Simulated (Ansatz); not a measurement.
# CsZnH3 in P4/mbm, a phase reached by a soft mode: a soft mode frozen in, part 2 of 3

Wanted: the energy along a soft mode of CsZnH3 in P4/mbm, a phase reached by a soft mode and the structure at the end.

Ansatz 0.2.0; DFT r2SCAN, scalar-relativistic, plane waves, PAW; PAW set soft_1.

So far. Step 4 (The mode frozen in, largest atomic shift 0.32 Å): The run ends at a pressure of 0.99 GPa, with forces up to 0.54 eV/Å.

The structure was built from a prototype and need not be the compound's stable phase.

## 5. Energy along the mode, all amplitudes (two of the runs are shown above)

An imaginary frequency means negative curvature, so the energy should fall and then rise again as anharmonic terms take over.

This step gave:

- depth at the lowest point sampled: 9.87 meV/atom
- largest atomic shift at that point: 0.32 Å

Energy from the parent against largest atomic shift:

```
largest atomic shift (Å)  energy from the parent (meV/atom)
                   0.000                                  0
                   0.040                             -0.277
                   0.080                              -1.08
                   0.140                              -3.12
                   0.220                              -6.66
                   0.320                              -9.87
                   0.450                              -3.39
                   0.600                               44.0
```

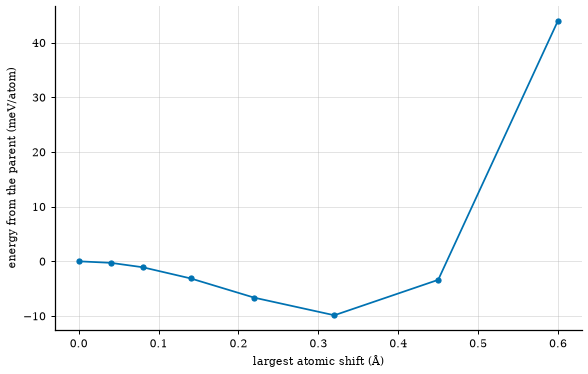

Energy from the parent, plotted against largest atomic shift.

Displacement at unit largest shift by atom:

```
atom  x (Å)  y (Å)  z (Å)  size
 Cs1   0.00   0.00  -0.01  0.01
 Cs2   0.00   0.00  -0.01  0.01
 Zn3   0.00   0.00   0.05  0.05
 Zn4   0.00   0.00   0.05  0.05
  H5   0.00   0.00  -0.53  0.53
  H6   0.00   0.00  -0.53  0.53
  H7   0.00   0.00  -0.53  0.53
  H8   0.00   0.00  -0.53  0.53
  H9   0.00   0.00  -1.00  1.00
 H10   0.00   0.00  -1.00  1.00
```

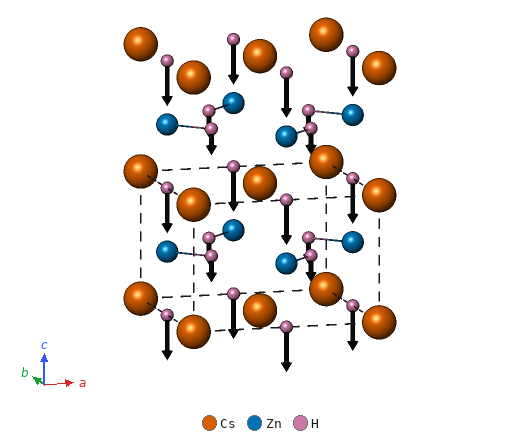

Displacement at unit largest shift as arrows, the longest 1 Å. 1×1×2 cells are drawn. Some periodic images of atoms are drawn too.

The lowest of the steps tried is at 0.32 Å, 9.87 meV/atom below the parent; the bottom of the well need not coincide with a step.

## 6. Relaxation from the frozen mode

Starting from the lowest point found, all atoms and the cell are let go, so that strain and other modes of the same symmetry can join in.

Input file input.yaml:

```yaml
crystal:
  lattice:
    - [6.1764896935, 0.0, 0.0]
    - [0.0, 6.1764896935, 0.0]
    - [0.0, 0.0, 4.137498164]
  atoms:
    - { symbol: Cs, position: [0.5, 0.5, -0.000733395] }
    - { symbol: Cs, position: [0.0, 0.0, -0.000733395] }
    - { symbol: Zn, position: [0.0, 0.5, 0.5039447903] }
    - { symbol: Zn, position: [0.5, 0.0, 0.5039447903] }
    - { symbol: H, position: [0.1853965177, 0.3146034823, 0.459088272] }
    - { symbol: H, position: [0.8146034823, 0.6853965177, 0.459088272] }
    - { symbol: H, position: [0.3146034823, 0.8146034823, 0.459088272] }
    - { symbol: H, position: [0.6853965177, 0.1853965177, 0.459088272] }
    - { symbol: H, position: [0.0, 0.5, -0.077341424] }
    - { symbol: H, position: [0.5, 0.0, -0.077341424] }
kpoints:
  mp_grid: { grid: [4, 4, 6] }
hamiltonian:
  xc: r2scan
  pseudopotentials: { kind: paw, azcp: { folder: soft_1 } }
scf:
  occupations: { method: fixed }
output:
  forces: true
  stress: true
  eigenvalues: true
relax:
  adjacent_minimum: "off"
  f_tol: 0.002
  max_steps: 120
  cell: { stress_tol: 0.03 }
```

On the command line:

```sh
$ ansatz run input.yaml --threads 4 --pin off --max-ram 16384MiB --backend cpu --events-out ev --progress --plain --runs-dir out
```

Numbers of over 12 decimals in the logs are rounded to 6 here.

Output:

```text
[...]
Crystal: 10 atoms, lattice volume = 157.842 Å³
Basis set: ecut = 500 eV, 4031 PW (Γ), exchange–correlation on 192×192×128 points (64 copies of the dense FFT grid, shifted against one another)
Bands: 34, of which v1, the nominal top of the filled ones, is band 24 counted from 1 (23 counted from 0)
Symmetry: 8 space group operations
[...]
k-points: 24 of 96 (time reversal used)
[...]
SCF iter   1: F=—  HF=-18123.402128 eV  |F-HF|=—  |Δ(HF+E_count)|=         —  Δρ=1.01e-1  dr2=1.33e1  dr2_τ=4.86e-2  ethr=3.10e-3  ⟨swp⟩=5.0  Hψ=3474  notcnv=0  defer=176
[...]
SCF iter   9: F=-18120.062501 eV  HF=-18120.062501 eV  |F-HF|=4.22e-8  |Δ(HF+E_count)|=   4.56e-8  Δρ=7.60e-6  dr2=5.59e-8  dr2_τ=6.04e-10  ethr=2.08e-10  ⟨swp⟩=14.4  Hψ=5485  notcnv=0
SCF 1 converged in 9 iterations: F = -18120.062501 eV  dr2 = 5.59e-8
[...]
relax step   1: F+E_penalty+E_count = -18120.06250113 eV  Δ(F+E_penalty+E_count) = +0.000e0 eV  max|allowed force component| = 5.420e-1 eV/Å  Δτ_max = 0.0000 Å  P = +0.986 GPa  Ω = 157.842 Å³  (9 SCF iters, dr2 threshold 1.00e-7 eV, accepted)
Crystal: 10 atoms, lattice volume = 164.868 Å³
Basis set: ecut = 500 eV, 4199 PW (Γ), exchange–correlation on 192×192×128 points (64 copies of the dense FFT grid, shifted against one another)
[...]
iter 1 solved again at ethr=1.53e-4 eV; its pass at ethr=3.10e-3 eV (dr2=7.34e-2 eV) is discarded
[...]
SCF iter   7: F=-18120.320814 eV  HF=-18120.320814 eV  |F-HF|=3.96e-8  |Δ(HF+E_count)|=   2.26e-6  Δρ=1.67e-5  dr2=4.76e-7  dr2_τ=1.19e-8  ethr=2.08e-9  ⟨swp⟩=11.8  Hψ=5771  notcnv=0
SCF 2 converged in 7 iterations: F = -18120.320814 eV  dr2 = 4.76e-7
[...]
relax step   2: F+E_penalty+E_count = -18120.32081413 eV  Δ(F+E_penalty+E_count) = -2.583e-1 eV  max|allowed force component| = 5.085e-1 eV/Å  Δτ_max = 0.1950 Å  P = +0.079 GPa  Ω = 164.868 Å³  energy of the carried Pulay correction = -1.158e-3 eV  (7 SCF iters, dr2 threshold 1.00e-6 eV, accepted)
Crystal: 10 atoms, lattice volume = 170.424 Å³
Basis set: ecut = 500 eV, 4281 PW (Γ), exchange–correlation on 192×192×128 points (64 copies of the dense FFT grid, shifted against one another)
[...]
SCF iter   7: F=-18120.525144 eV  HF=-18120.525144 eV  |F-HF|=2.66e-8  |Δ(HF+E_count)|=   9.83e-7  Δρ=5.05e-6  dr2=5.16e-8  dr2_τ=1.34e-9  ethr=2.08e-9  ⟨swp⟩=13.4  Hψ=5638  notcnv=0
SCF 3 converged in 7 iterations: F = -18120.525144 eV  dr2 = 5.16e-8
relax step   3: F+E_penalty+E_count = -18120.52514421 eV  Δ(F+E_penalty+E_count) = -2.043e-1 eV  max|allowed force component| = 4.381e-1 eV/Å  Δτ_max = 0.0644 Å  P = +0.012 GPa  Ω = 170.424 Å³  energy of the carried Pulay correction = -2.038e-3 eV  (7 SCF iters, dr2 threshold 1.00e-6 eV, accepted)
[... from here on, the SCF cycles and remarks between the steps are left out ...]
relax step   4: F+E_penalty+E_count = -18120.72781400 eV  Δ(F+E_penalty+E_count) = -2.027e-1 eV  max|allowed force component| = 2.882e-1 eV/Å  Δτ_max = 0.0929 Å  P = +0.761 GPa  Ω = 176.078 Å³  energy of the carried Pulay correction = -2.904e-3 eV  (8 SCF iters, dr2 threshold 1.00e-6 eV, accepted)
relax step   5: F+E_penalty+E_count = -18120.83886880 eV  Δ(F+E_penalty+E_count) = -1.111e-1 eV  max|allowed force component| = 2.735e-1 eV/Å  Δτ_max = 0.1287 Å  P = +0.135 GPa  Ω = 181.653 Å³  energy of the carried Pulay correction = -3.730e-3 eV  (7 SCF iters, dr2 threshold 1.00e-6 eV, accepted)
relax step   6: F+E_penalty+E_count = -18120.87530271 eV  Δ(F+E_penalty+E_count) = -3.643e-2 eV  max|allowed force component| = 1.690e-1 eV/Å  Δτ_max = 0.0473 Å  P = +0.160 GPa  Ω = 181.827 Å³  energy of the carried Pulay correction = -3.756e-3 eV  (6 SCF iters, dr2 threshold 1.00e-6 eV, accepted)
relax step   7: F+E_penalty+E_count = -18120.88989469 eV  Δ(F+E_penalty+E_count) = -1.459e-2 eV  max|allowed force component| = 1.270e-1 eV/Å  Δτ_max = 0.0762 Å  P = +0.022 GPa  Ω = 185.920 Å³  energy of the carried Pulay correction = -4.345e-3 eV  (6 SCF iters, dr2 threshold 1.00e-6 eV, accepted)
relax step   8: F+E_penalty+E_count = -18120.89159443 eV  Δ(F+E_penalty+E_count) = -1.700e-3 eV  max|allowed force component| = 7.032e-2 eV/Å  Δτ_max = 0.0198 Å  P = -0.042 GPa  Ω = 185.772 Å³  energy of the carried Pulay correction = -4.324e-3 eV  (6 SCF iters, dr2 threshold 1.00e-6 eV, accepted)
relax step   9: F+E_penalty+E_count = -18120.89314657 eV  Δ(F+E_penalty+E_count) = -1.552e-3 eV  max|allowed force component| = 2.500e-2 eV/Å  Δτ_max = 0.0106 Å  P = +0.021 GPa  Ω = 184.838 Å³  energy of the carried Pulay correction = -4.190e-3 eV  (6 SCF iters, dr2 threshold 3.09e-7 eV, accepted)
relax step  10: F+E_penalty+E_count = -18120.89325757 eV  Δ(F+E_penalty+E_count) = -1.110e-4 eV  max|allowed force component| = 3.930e-3 eV/Å  Δτ_max = 0.0032 Å  P = +0.019 GPa  Ω = 185.219 Å³  energy of the carried Pulay correction = -4.245e-3 eV  (6 SCF iters, dr2 threshold 3.91e-8 eV, accepted)
relax step  11: F+E_penalty+E_count = -18120.89326356 eV  Δ(F+E_penalty+E_count) = -5.996e-6 eV  max|allowed force component| = 3.576e-4 eV/Å  Δτ_max = 0.0005 Å  P = +0.004 GPa  Ω = 185.288 Å³  energy of the carried Pulay correction = -4.255e-3 eV  (6 SCF iters, dr2 threshold 9.66e-10 eV, accepted)
relax step  12: F+E_penalty+E_count = -18120.91476243 eV  Δ(F+E_penalty+E_count) = -2.150e-2 eV  max|allowed force component| = 3.504e-3 eV/Å  Δτ_max = 0.0000 Å  P = +0.107 GPa  Ω = 185.288 Å³  stress off target by 2.78e-1 GPa  SCF on the basis re-selected at this cell (its energy is not comparable with the rows above)  (8 SCF iters)
relax step  13: F+E_penalty+E_count = -18120.91647502 eV  Δ(F+E_penalty+E_count) = -1.713e-3 eV  max|allowed force component| = 1.688e-2 eV/Å  Δτ_max = 0.0124 Å  P = +0.047 GPa  Ω = 186.260 Å³  energy of the carried Pulay correction = -1.345e-4 eV  (6 SCF iters, dr2 threshold 1.93e-7 eV, accepted)
relax step  14: F+E_penalty+E_count = -18120.91669922 eV  Δ(F+E_penalty+E_count) = -2.242e-4 eV  max|allowed force component| = 7.130e-3 eV/Å  Δτ_max = 0.0052 Å  P = +0.003 GPa  Ω = 186.732 Å³  energy of the carried Pulay correction = -2.009e-4 eV  (6 SCF iters, dr2 threshold 4.88e-8 eV, accepted)
relax step  15: F+E_penalty+E_count = -18120.91671598 eV  Δ(F+E_penalty+E_count) = -1.676e-5 eV  max|allowed force component| = 7.365e-4 eV/Å  Δτ_max = 0.0008 Å  P = -0.000 GPa  Ω = 186.689 Å³  energy of the carried Pulay correction = -1.946e-4 eV  (6 SCF iters, dr2 threshold 3.18e-9 eV, accepted)
[...]
SCF iter   6: F=-18120.916952 eV  HF=-18120.916952 eV  |F-HF|=7.64e-11  |Δ(HF+E_count)|=   1.04e-9  Δρ=1.27e-7  dr2=1.20e-11  dr2_τ=8.57e-12  ethr=1.00e-12  ⟨swp⟩=14.2  Hψ=6148  notcnv=0
SCF 16 converged in 6 iterations: F = -18120.916952 eV  dr2 = 1.20e-11
relax step  16: F+E_penalty+E_count = -18120.91695163 eV  Δ(F+E_penalty+E_count) = -2.357e-4 eV  max|allowed force component| = 6.660e-4 eV/Å  Δτ_max = 0.0000 Å  P = +0.000 GPa  Ω = 186.689 Å³  stress off target by 5.01e-3 GPa  SCF on the basis re-selected at this cell (its energy is not comparable with the rows above)  (6 SCF iters)
[...]
SCF converged after 6 iterations
Free energy (F): -18120.916952 eV
[...]
Internal energy: -18120.916952 eV  (E = F + TS)
E sigma→0 (E₀):  -18120.916952 eV
Fermi energy:    2.420652 eV
[...]
--- Forces (eV/Å), atoms counted from 1 ---
  atom   1  Cs    -0.00000000     0.00000000    -0.00041512
  atom   2  Cs     0.00000000    -0.00000000    -0.00041512
  atom   3  Zn    -0.00000000     0.00000000    -0.00066568
  atom   4  Zn     0.00000000    -0.00000000    -0.00066568
  atom   5  H      0.00013473    -0.00013473     0.00029801
  atom   6  H     -0.00013473     0.00013473     0.00029801
  atom   7  H     -0.00013473    -0.00013473     0.00029801
  atom   8  H      0.00013473     0.00013473     0.00029801
  atom   9  H      0.00000000    -0.00000000     0.00048645
  atom  10  H      0.00000000     0.00000000     0.00048645
  max |Σ_I F_I| component: 3.34e-6 eV/Å
--- Stress (GPa, compression-positive) ---
       -0.002171      -0.000000       0.000000
       -0.000000      -0.002171      -0.000000
        0.000000      -0.000000       0.005015
  P = ⅓ Tr σ = 0.0002 GPa (0.002 kbar)
--- Band table (eV; the first three rows and the last of 24) ---
  k-point 0: bands = [... 20 lower, 1.3747, 1.3747, 1.8286, 2.4207, 6.8005, 6.8118, 7.5399, 7.6791, ... 6 higher]
  k-point 1: bands = [... 20 lower, 1.2803, 1.2803, 1.5710, 2.1756, 6.7145, 7.0954, 7.5721, 7.5721, ... 6 higher]
  k-point 2: bands = [... 20 lower, 1.0389, 1.1012, 1.1012, 1.6974, 6.7957, 7.3226, 7.3226, 7.9137, ... 6 higher]
  k-point 23: bands = [... 20 lower, 1.2966, 1.2966, 1.8656, 1.8656, 6.8768, 6.8768, 8.4045, 8.4045, ... 6 higher]
--- Relaxed structure (14 steps of the walk, 14 accepted, 2 SCFs on fresh bases) ---
  F+E_penalty+E_count = -18120.91695163 eV   max|allowed force component| = 6.660e-4 eV/Å   (the final SCF, on the basis selected at the relaxed cell)
  cell:  # Å, volume = 186.6886 Å³
    - [5.927903, 0, 0]
    - [0, 5.927903, 0.0]
    - [0, 0.0, 5.312704]
  atoms:
    - { symbol: Cs, position: [0.5, 0.5, 0.029496] }
    - { symbol: Cs, position: [0, 1.5403367504316375e-19, 0.029496] }
    - { symbol: Zn, position: [0, 0.5, 0.563865] }
    - { symbol: Zn, position: [0.5, 1.540336750431638e-19, 0.563865] }
    - { symbol: H, position: [0.173710, 0.326290, 0.441361] }
    - { symbol: H, position: [0.826290, 0.673710, 0.441361] }
    - { symbol: H, position: [0.326290, 0.826290, 0.441361] }
    - { symbol: H, position: [0.673710, 0.173710, 0.441361] }
    - { symbol: H, position: [0, 0.5, -0.132037] }
    - { symbol: H, position: [0.5, 1.540336750431635e-19, -0.132037] }
```

Wall time 2.5 min (4 threads of Arm Neoverse V1, shared host); peak memory 0.85 GiB; 9.5 min of CPU time.

The steps of the relaxation:

```
step  energy less that of the first step (eV)  largest force component (eV/Å)  pressure (GPa)  volume (Å³)
   1                                   0.0000                          0.5420            0.99       157.84
   2                                  -0.2583                          0.5085            0.08       164.87
   3                                  -0.4626                          0.4381            0.01       170.42
   4                                  -0.6653                          0.2882            0.76       176.08
   5                                  -0.7764                          0.2735            0.14       181.65
   6                                  -0.8128                          0.1690            0.16       181.83
   7                                  -0.8274                          0.1270            0.02       185.92
   8                                  -0.8291                          0.0703           -0.04       185.77
   9                                  -0.8306                          0.0250            0.02       184.84
  10                                  -0.8308                          0.0039            0.02       185.22
  11                                  -0.8308                          0.0004            0.00       185.29
 12*                                  -0.8523                          0.0035            0.11       185.29
  13                                  -0.8540                          0.0169            0.05       186.26
  14                                  -0.8542                          0.0071            0.00       186.73
  15                                  -0.8542                          0.0007            0.00       186.69
 16*                                  -0.8545                          0.0007            0.00       186.69
```

Relaxation steps marked * repeat the geometry before them on a plane-wave basis chosen anew for their cell, so energy and pressure can jump there.

Forces are held to the 8 operations that the run works with; a distortion that breaks them can't arise in this run.

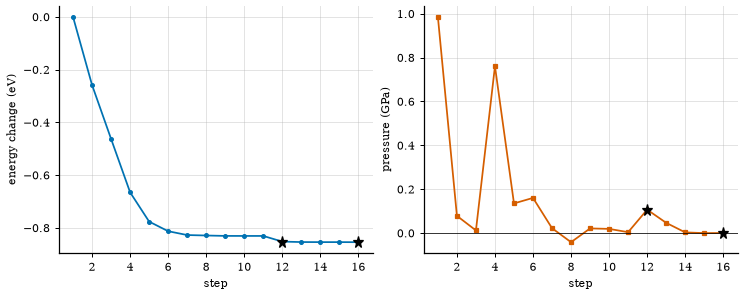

Energy and pressure along the relaxation. Stars mark steps on a basis chosen anew.

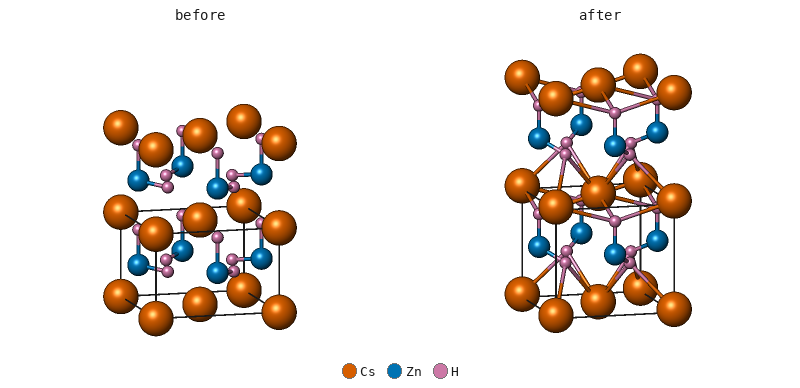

The structure before and after the relaxation, drawn at the same scale.

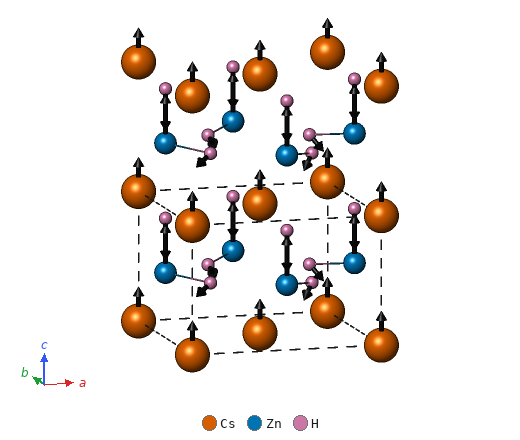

Displacements in the relaxation, exaggerated, measured against the changing cell; the longest in the cell stands for 0.32 Å. 1×1×2 cells are drawn. Some periodic images of atoms are drawn too.

```
     cell as run  before  after   change
           a (Å)   6.176  5.928   -4.0 %
           b (Å)   6.176  5.928   -4.0 %
           c (Å)   4.137  5.313  +28.4 %
volume (Å³/atom)   15.78  18.67  +18.3 %
```

The atoms that moved most (Å, as changes of fractional coordinates times the final cell):

```
atom      dx      dy      dz  length
 Zn3   0.000   0.000   0.318   0.318
 Zn4   0.000   0.000   0.318   0.318
  H9   0.000   0.000  -0.291   0.291
 H10   0.000   0.000  -0.291   0.291
 Cs2   0.000   0.000   0.161   0.161
 Cs1   0.000   0.000   0.161   0.161
  H5  -0.069   0.069  -0.094   0.136
  H6   0.069  -0.069  -0.094   0.136
```

Numbers from this step:

```yaml
pressure: 2.24e-4 GPa
gap_on_the_k_mesh: 3.853 eV
volume_per_atom: 18.67 Å³
```

The distorted start has space group P4bm; the relaxation ends in P4bm.

## 7. The new phase in its own primitive cell

The relaxed structure is symmetrised, reduced to its primitive cell and relaxed tightly, as its phonons need.

Input file input.yaml:

```yaml
crystal:
  lattice:
    - [5.927903034, 0.0, 0.0]
    - [0.0, 5.927903034, 0.0]
    - [0.0, 0.0, 5.3127044245]
  atoms:
    - { symbol: Cs, position: [0.5, 0.5, 0.0294963537] }
    - { symbol: Cs, position: [0.0, 0.0, 0.0294963537] }
    - { symbol: Zn, position: [0.0, 0.5, 0.5638645355] }
    - { symbol: Zn, position: [0.5, 0.0, 0.5638645355] }
    - { symbol: H, position: [0.1737101989, 0.3262898011, 0.4413613099] }
    - { symbol: H, position: [0.8262898011, 0.6737101989, 0.4413613099] }
    - { symbol: H, position: [0.3262898011, 0.8262898011, 0.4413613099] }
    - { symbol: H, position: [0.6737101989, 0.1737101989, 0.4413613099] }
    - { symbol: H, position: [0.0, 0.5, 0.8679630063] }
    - { symbol: H, position: [0.5, 0.0, 0.8679630063] }
kpoints:
  mp_grid: { grid: [4, 4, 4] }
hamiltonian:
  xc: r2scan
  pseudopotentials: { kind: paw, azcp: { folder: soft_1 } }
scf:
  occupations: { method: fixed }
output:
  forces: true
  stress: true
  eigenvalues: true
relax:
  adjacent_minimum: "off"
  f_tol: 0.001
  max_steps: 60
  cell: { stress_tol: 0.01 }
```

Output:

```text
[...]
Crystal: 10 atoms, lattice volume = 186.689 Å³
Basis set: ecut = 500 eV, 4711 PW (Γ), exchange–correlation on 180×180×160 points (64 copies of the dense FFT grid, shifted against one another)
Bands: 34, of which v1, the nominal top of the filled ones, is band 24 counted from 1 (23 counted from 0)
Symmetry: 8 space group operations
[...]
- { symbol: Zn, position: [0.0, 0.5, 0.5638645355] }
    - { symbol: Zn, position: [0.5, 0.0, 0.5638645355] }
    - { symbol: H, position: [0.1737101989, 0.326290, 0.4413613099] }
    - { symbol: H, position: [0.8262898011, 0.6737101989, 0.4413613099] }
    - { symbol: H, position: [0.326290, 0.8262898011, 0.4413613099] }
    - { symbol: H, position: [0.6737101989, 0.1737101989, 0.4413613099] }
    - { symbol: H, position: [0.0, 0.5, 0.867963] }
    - { symbol: H, position: [0.5, 0.0, 0.867963] }
[key lines of the parts left out:]
SCF converged after 7 iterations
Free energy (F): -18120.916857 eV
Fermi energy:    2.420685 eV
P = ⅓ Tr σ = 0.0003 GPa (0.003 kbar)
```

Elapsed: 15 s, on 4 threads; peak memory 0.81 GiB; 59 s of CPU time.

Little changed from the start: no atom moved by 0.005 Å and no cell edge by 0.1 %.

A gap read on the k-mesh alone can miss the band edges.

Numbers from this step:

```yaml
pressure: 3.16e-4 GPa
gap_on_the_k_mesh: 3.870 eV
direct_gap_on_mesh: 4.109 eV
```

The largest force component left is 0.52 meV/Å and the pressure is 0.000 GPa, within the tolerances set. The cell now holds 18.67 Å³/atom.

(Continued in part 3 of 3.)

[Logs are printed without paths, hosts, clocks, repeated set-up lines and the standing remarks that a program may print on its own settings, such as how far it seeks lower states.]

[Hosts, paths, dates, database ids (printed as entryN), source tags and the programs' standing remarks are cut or masked in the printed files.]
